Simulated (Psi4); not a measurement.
# BH3 (borane): HF/3-21G

What is the vertical electron affinity of BH3 (borane) at HF/3-21G? 

Program for the calculation: Psi4 1.11.

## (1) The system as given

The species is BH3 (4 atoms), meant as a singlet with charge 0. As SMILES, `B`. Geometry: relaxed at PBE0-D4/def2-TZVP.

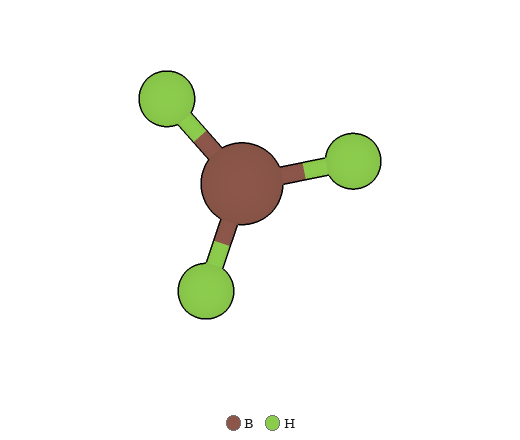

The structure, seen from a chosen angle (boron brown, hydrogen green).

## (2) The energy at HF/3-21G

File job.dat:

```
memory 1.6 GB

molecule {
  0 1
  B      0.013900    -0.015100    -0.005100
  H      0.982200     0.381700     0.568800
  H     -0.276200    -1.171800     0.043000
  H     -0.664400     0.744900    -0.626900
  symmetry c1
}

set {
  puream true
  e_convergence 1e-09
  d_convergence 1e-08
  scf_type pk
}

E, wfn = energy("scf/3-21G", return_wfn=True)
oeprop(wfn, "MULLIKEN_CHARGES", "QUADRUPOLE", "LOWDIN_CHARGES")
print_variables()
```

Started as:

```bash
$ psi4 -n 1 job.dat job.out
```

job.out:

```text
[...]
  Running in c1 symmetry.
[...]
  Nuclear repulsion =    7.418838234776623
[...]
  Multiplicity = 1
[...]
  Nalpha       = 4
  Nbeta        = 4
[...]
    Number of basis functions: 15
[...]
   @RHF iter   1:   -26.23562977133026   -7.17178e-01   2.75087e-03 ADIIS/DIIS
[...]
   @RHF iter   7:   -26.23725274031534   -2.63611e-12   2.48184e-09 DIIS
[...]
    Orbital Energies [Eh]
    ---------------------
    Doubly Occupied:
       1A     -7.576500     2A     -0.705486     3A     -0.498636
       4A     -0.498626
[...]
  @RHF Final Energy:   -26.23725274031534
   => Energetics <=
    Nuclear Repulsion Energy =              7.4188382347766231
    One-Electron Energy =                 -48.7536867034437194
    Two-Electron Energy =                  15.0975957283517523
    Total Energy =                        -26.2372527403153448
[...]
 Multipole Moments:
 ------------------------------------------------------------------------------------
     Multipole            Electronic (a.u.)      Nuclear  (a.u.)        Total (a.u.)
 ------------------------------------------------------------------------------------
 L = 1.  Multiply by 2.5417464519 to convert [e a0] to [Debye]
 Dipole X            :          0.0001158           -0.0000804            0.0000354
 Dipole Y            :         -0.0001000            0.0000804           -0.0000196
 Dipole Z            :         -0.0002406            0.0001608           -0.0000798
 Magnitude           :                                                    0.0000894
 L = 2.  Multiply by 1.3450342976 to convert [e a0^2] to [Debye ang]
 Quadrupole XX       :        -11.9573220            5.2917959           -6.6655261
 Quadrupole XY       :         -0.9058832            0.7294690           -0.1764143
[...]
  Mulliken Charges: (a.u.)
   Center  Symbol    Alpha    Beta     Spin     Total
       1     B     2.43604  2.43604  0.00000  0.12792
       2     H     0.52132  0.52132  0.00000 -0.04264
       3     H     0.52132  0.52132  0.00000 -0.04264
       4     H     0.52132  0.52132  0.00000 -0.04264
   Total alpha =  4.00000, Total beta =  4.00000, Total charge = -0.00000
  Lowdin Charges: (a.u.)
   Center  Symbol    Alpha    Beta     Spin     Total
       1     B     2.47215  2.47215  0.00000  0.05569
       2     H     0.50928  0.50928  0.00000 -0.01856
[...]
```

Run time: 2.1 s. Hardware: 1 thread of Intel Xeon Platinum 8488C (Sapphire Rapids), shared host; peak memory 0.18 GiB.

## (3) The doublet anion, same level

File job.in:

```
memory 1.6 GB

molecule system {
  -1 2
  B
  H 1 1.193489
  H 1 1.193493 2 120.00312
  H 1 1.193451 2 119.99514 3 179.98694
  symmetry c1
}

set globals {
  reference     uhf
  puream        true
  e_convergence 1e-09
  d_convergence 1e-08
  scf_type      pk
  maxiter       200
}

e_tot, wfn = energy('scf/3-21G', return_wfn=True)
oeprop(wfn, 'MAYER_INDICES', 'LOWDIN_CHARGES', 'QUADRUPOLE', title='SCF')
print_variables()
```

Started as:

```bash
$ psi4 job.in job.out -n 1
```

job.out:

```text
[...]
  Running in c1 symmetry.
[...]
  Nuclear repulsion =    7.418840106720390
[...]
  Multiplicity = 2
[...]
  Nalpha       = 5
  Nbeta        = 4
[...]
    Number of basis functions: 15
[...]
   @UHF iter   1:   -26.14879934995315   -6.30348e-01   1.42316e-02 ADIIS/DIIS
[...]
   @UHF iter  10:   -26.18466828294267   -9.80549e-13   9.33157e-09 DIIS
[...]
   @S^2 Observed:                7.628219044E-01
[...]
    Orbital Energies [Eh]
    ---------------------
    Alpha Occupied:
       1A     -7.218760     2A     -0.425760     3A     -0.189486
       4A     -0.189476     5A      0.026161
    Alpha Virtual:
       6A      0.581915     7A      0.581930     8A      0.589592
       9A      0.898108    10A      0.898113    11A      0.941724
      12A      1.066069    13A      1.659197    14A      1.722853
      15A      1.722871
    Beta Occupied:
[...]
  @UHF Final Energy:   -26.18466828294267
   => Energetics <=
    Nuclear Repulsion Energy =              7.4188401067203902
    One-Electron Energy =                 -51.2643995995473034
    Two-Electron Energy =                  17.6608912098842410
    Total Energy =                        -26.1846682829426740
  UHF NO Occupations:
  HONO-2 :    3  A 1.9989750
  HONO-1 :    4  A 1.9956286
[...]
 Multipole Moments:
 ------------------------------------------------------------------------------------
     Multipole            Electronic (a.u.)      Nuclear  (a.u.)        Total (a.u.)
 ------------------------------------------------------------------------------------
 L = 1.  Multiply by 2.5417464519 to convert [e a0] to [Debye]
 Dipole X            :         -0.0001395            0.0001894            0.0000500
 Dipole Y            :          0.0000283           -0.0000376           -0.0000093
 Dipole Z            :         -0.0000621            0.0000389           -0.0000232
 Magnitude           :                                                    0.0000559
 L = 2.  Multiply by 1.3450342976 to convert [e a0^2] to [Debye ang]
 Quadrupole XX       :         -9.9190230            0.0000002           -9.9190229
 Quadrupole XY       :          0.0008657           -0.0008696           -0.0000039
[...]
```

It took 2.3 s on 1 thread of Intel Xeon Platinum 8488C (Sapphire Rapids), shared host; peak memory 0.18 GiB.

## (4) What came out

At HF/3-21G:

```
                                         quantity         value
                        singlet BH3: total energy  -26.23725 Eh
                       singlet BH3: dipole moment        0.00 D
                         singlet BH3: HOMO energy     -13.57 eV
                         singlet BH3: LUMO energy       2.09 eV
                       singlet BH3: HOMO–LUMO gap      15.66 eV
                      doublet anion: total energy  -26.18467 Eh
doublet anion: HOMO energy (highest over α and β)       0.71 eV
 doublet anion: LUMO energy (lowest over α and β)      11.59 eV
                              doublet anion: ⟨S²⟩         0.763
vertical electron affinity (to the doublet anion)     -1.431 eV
```

In words: The anion lies 1.43 eV (33 kcal/mol) above the neutral: the electron isn't bound at this level, and such a value depends on the basis. Without diffuse functions anions come out too high. Hartree–Fock misses the correlation that binds many anions. The HOMO (doublet anion) lies at positive energy, 0.71 eV: the electron is unbound at this level or held by a compact basis; values depend on the basis.
